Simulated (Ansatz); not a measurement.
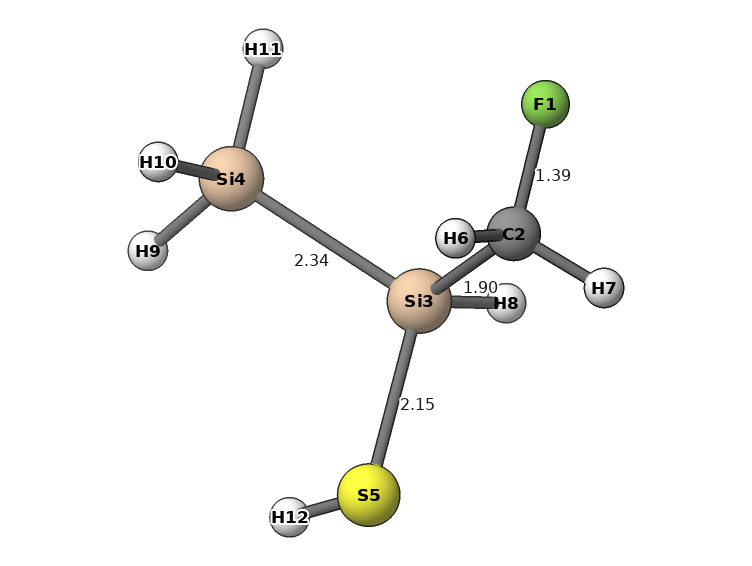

Bond lengths are marked in Å; every bond is drawn as one stick. Computed geometry: PBE0-D4/def2-TZVP optimisation. No frequency run is at hand to confirm it as a minimum.

Assign a bond order to each marked bond.

F1–C2 single; C2–Si3 single; Si3–Si4 single; Si3–S5 single.

Give the structure as SMILES.

FC[Si@H]([SiH3])S
